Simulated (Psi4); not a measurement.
# OMP2/def2-TZVP (density fitting for correlation) run of GaNH4 (GaH2(NH2))

Aim: the vertical singlet–triplet gap of GaNH4 (GaH2(NH2)) at OMP2/def2-TZVP (density fitting for correlation), from 2 runs. 

The results are computed with Psi4 1.11.

1 further run of the same task is left out (set aside as unsound or not needed).

## 1. The system as given

GaNH4 has 6 atoms, charge 0, and is taken as a singlet. SMILES: `[H][Ga]([H])[NH2]`. The shape comes from GFN2-xTB, which is rough for such elements, and wasn't checked as a minimum.

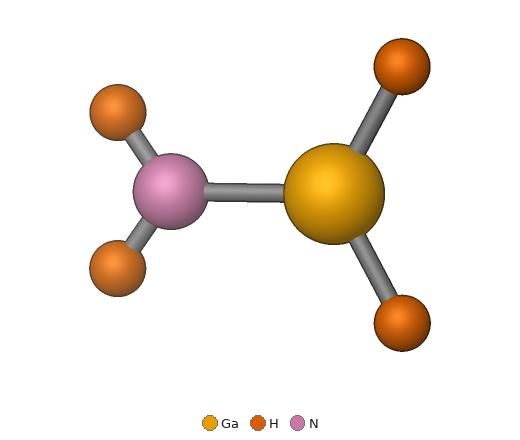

The structure, seen from a chosen angle (gallium amber, hydrogen orange, nitrogen pink).

## 2. The energy at OMP2/def2-TZVP (density fitting for correlation)

The input, job.json:

```json
{
  "schema_name": "qcschema_input",
  "schema_version": 1,
  "molecule": {
    "schema_name": "qcschema_molecule",
    "schema_version": 2,
    "symbols": ["Ga", "H", "H", "N", "H", "H"],
    "geometry": [0.80133836, 1.38603852, 0.0144564, 3.57165796, 1.42502357, 0.94762206, -0.55057171, 3.81395865, -0.89601364, -0.90366703, -1.56053583, -0.00236216, -2.71311759, -1.79733741, -0.58218682, -0.20564, -3.2671475, 0.51848416],
    "molecular_charge": 0,
    "molecular_multiplicity": 1,
    "fix_symmetry": "c1",
    "fix_com": true,
    "fix_orientation": true
  },
  "driver": "energy",
  "model": {
    "method": "omp2",
    "basis": "def2-TZVP"
  },
  "keywords": {
    "puream": true,
    "e_convergence": 1e-09,
    "d_convergence": 1e-08,
    "scf_type": "pk",
    "num_frozen_docc": 10
  }
}
```

Command:

```
psi4 --qcschema job.json -n 1 --memory 1600MB
```

stdout:

```text
[...]
  Running in c1 symmetry.
[...]
  Nuclear repulsion =  108.906552836141557
[...]
  Multiplicity = 1
[...]
  Nalpha       = 21
  Nbeta        = 21
[...]
    Number of basis functions: 103
[...]
   @RHF iter   1: -1978.35711129501351   -2.69726e+00   2.90829e-02 ADIIS/DIIS
[...]
   @RHF iter  12: -1980.05444679282164   -5.22959e-12   1.92411e-09 DIIS
[...]
    Orbital Energies [Eh]
    ---------------------
    Doubly Occupied:
       1A   -378.795418     2A    -48.148835     3A    -42.478361
       4A    -42.474943     5A    -42.474372     6A    -15.529933
       7A     -6.378441     8A     -4.474953     9A     -4.469078
      10A     -4.468597    11A     -1.197278    12A     -1.184424
      13A     -1.183796    14A     -1.182444    15A     -1.178907
      16A     -1.088132    17A     -0.630604    18A     -0.618113
      19A     -0.485497    20A     -0.422159    21A     -0.395868
[...]
  @RHF Final Energy: -1980.05444679282164
   => Energetics <=
    Nuclear Repulsion Energy =            108.9065528361415573
    One-Electron Energy =               -2979.4017016200841681
    Two-Electron Energy =                 890.4407019911210455
    Total Energy =                      -1980.0544467928216363
[...]
 Multipole Moments:
 ------------------------------------------------------------------------------------
     Multipole            Electronic (a.u.)      Nuclear  (a.u.)        Total (a.u.)
 ------------------------------------------------------------------------------------
 L = 1.  Multiply by 2.5417464519 to convert [e a0] to [Debye]
 Dipole X            :        -18.8054713           18.6181486           -0.1873227
 Dipole Y            :        -32.5541856           32.2179406           -0.3362450
 Dipole Z            :         -0.4372551            0.4195190           -0.0177360
 Magnitude           :                                                    0.3853116
[...]
	Warning: cc_lambda option is changed to TRUE
	For this residual convergence, default PCG convergence is:     1.00e-07
[...]
	DF-MP2 Total Energy (a.u.)         : -1980.49966577961709
[...]
	DF-MP2 Total Energy (a.u.)         : -1980.51239547564455
[...]
	DF-OMP2 Total Energy (a.u.)        : -1980.51239547573391
[...]
```

The result, in JSON:

```text
{
 "driver": "energy",
 "model": {
  "method": "omp2",
  "basis": "def2-TZVP"
 },
 "success": true,
 "return_result": -1980.512395475734,
 "properties": {
  "calcinfo_nbasis": 103,
  "calcinfo_nmo": 103,
  "calcinfo_nalpha": 21,
  "calcinfo_nbeta": 21,
  "calcinfo_natom": 6,
  "nuclear_repulsion_energy": 108.90655283614156,
  "return_energy": -1980.512395475734,
  "scf_one_electron_energy": -2979.401701620084,
  "scf_two_electron_energy": 890.440701991121,
  "scf_dipole_moment": [-0.18732271890555552, -0.3362449760902564, -0.0177360308340061],
  "scf_total_energy": -1980.0544467928216,
  "scf_iterations": 12,
  "mp2_singles_energy": 0.0,
  "mp2_doubles_energy": -0.4452189867954509,
  "mp2_correlation_energy": -0.445218986795453,
  "mp2_total_energy": -1980.499665779617
 }
}
```

It took 36 s on 1 thread of Intel Xeon 6975P-C (Granite Rapids), shared host; peak memory 0.44 GiB.

## 3. The triplet, same level

The input, gah4n.xyz:

```xyz
6
GaH4N
Ga     0.424050     0.733460     0.007650
H      1.890040     0.754090     0.501460
H     -0.291350     2.018260    -0.474150
N     -0.478200    -0.825800    -0.001250
H     -1.435720    -0.951110    -0.308080
H     -0.108820    -1.728900     0.274370
```

The input, gah4n.py:

```python
import psi4

psi4.set_memory(1600000000)
psi4.set_num_threads(1)
psi4.core.set_output_file('run.log', False)

with open('gah4n.xyz') as f:
    atoms = ''.join(f.readlines()[2:])
mol = psi4.geometry('0 3\n' + atoms + 'symmetry c1')

psi4.set_options({
    'reference': 'uhf',
    'puream': True,
    'e_convergence': 1e-09,
    'd_convergence': 1e-08,
    'scf_type': 'pk',
    'num_frozen_docc': 10,
    'maxiter': 200,
})

E, wfn = psi4.energy("omp2/def2-TZVP", molecule=mol, return_wfn=True)
print(f'total energy {E:.8f} hartree = {E * 27.211386:.5f} eV')
```

Command:

```
python gah4n.py
```

run.log:

```text
[...]
  Running in c1 symmetry.
[...]
  Nuclear repulsion =  108.906552615978484
[...]
  Multiplicity = 3
[...]
  Nalpha       = 22
  Nbeta        = 20
[...]
    Number of basis functions: 103
[...]
   @UHF iter   1: -1978.06131380227021   -2.40146e+00   2.97344e-02 ADIIS/DIIS
[...]
   @UHF iter  17: -1979.90065990864673   -2.04636e-11   7.43556e-09 DIIS
[...]
   @S^2 Observed:                2.031260437E+00
[...]
    Orbital Energies [Eh]
    ---------------------
    Alpha Occupied:
       1A   -378.768720     2A    -48.123238     3A    -42.452882
       4A    -42.449659     5A    -42.448892     6A    -15.724124
       7A     -6.353642     8A     -4.449007     9A     -4.446777
      10A     -4.442880    11A     -1.325816    12A     -1.159707
      13A     -1.157822    14A     -1.155728    15A     -1.152823
      16A     -1.152307    17A     -0.795944    18A     -0.739772
      19A     -0.673906    20A     -0.501453    21A     -0.384884
      22A     -0.165598
    Alpha Virtual:
      23A      0.059099    24A      0.131361    25A      0.152960
[...]
  @UHF Final Energy: -1979.90065990864673
   => Energetics <=
    Nuclear Repulsion Energy =            108.9065526159784838
    One-Electron Energy =               -2978.6569103989431824
    Two-Electron Energy =                 889.8496978743181671
    Total Energy =                      -1979.9006599086465030
  UHF NO Occupations:
  HONO-2 :   20  A 1.9907420
  HONO-1 :   21  A 1.0000000
[...]
 Multipole Moments:
 ------------------------------------------------------------------------------------
     Multipole            Electronic (a.u.)      Nuclear  (a.u.)        Total (a.u.)
 ------------------------------------------------------------------------------------
 L = 1.  Multiply by 2.5417464519 to convert [e a0] to [Debye]
 Dipole X            :          0.5651159           -1.9963096           -1.4311937
 Dipole Y            :          0.9827697           -3.4536159           -2.4708462
 Dipole Z            :          0.0286679           -0.0398680           -0.0112001
 Magnitude           :                                                    2.8554372
[...]
	Warning: cc_lambda option is changed to TRUE
	For this residual convergence, default PCG convergence is:     1.00e-07
[...]
	DF-SCS-MP2 Total Energy (a.u.)     : -1980.28900362084164
	DF-SOS-MP2 Total Energy (a.u.)     : -1980.28220281580025
[...]
	DF-SCS-OMP2 Total Energy (a.u.)    : -1980.29723637734833
	DF-SOS-OMP2 Total Energy (a.u.)    : -1980.25745247745772
	DF-SCS(N)-OMP2 Total Energy (a.u.) : -1980.10041419347044
[...]
	DF-OMP2 Total Energy (a.u.)        : -1980.31562129804774
[...]
```

Standard output:

```text
total energy -1980.31562130 hartree = -53887.13277 eV
```

Run time: 69 s. Hardware: 1 thread of Intel Xeon 6975P-C (Granite Rapids), shared host; peak memory 0.44 GiB.

## 4. Outcome

Level: OMP2/def2-TZVP (density fitting for correlation), 10 core orbitals frozen.

| quantity | value |
| --- | --- |
| singlet: total energy | -1980.51240 Eh |
| singlet: HOMO energy (Hartree–Fock orbitals) | -10.77 eV |
| singlet: LUMO energy (Hartree–Fock orbitals) | 1.98 eV |
| singlet: HOMO–LUMO gap (Hartree–Fock orbitals) | 12.76 eV |
| singlet: correlation energy (10 core orbitals frozen) | -457.9 mEh |
| triplet: total energy | -1980.31562 Eh |
| triplet: HOMO energy (Hartree–Fock orbitals) (highest over α and β) | -4.51 eV |
| triplet: LUMO energy (Hartree–Fock orbitals) (lowest over α and β) | -0.65 eV |
| triplet: correlation energy (10 core orbitals frozen) | -415.0 mEh |
| triplet: ⟨S²⟩ of the reference determinant | 2.031 |
| vertical energy of the triplet above the singlet | 5.354 eV |

In words: At this shape the triplet lies 5.35 eV (517 kJ/mol) above the singlet.
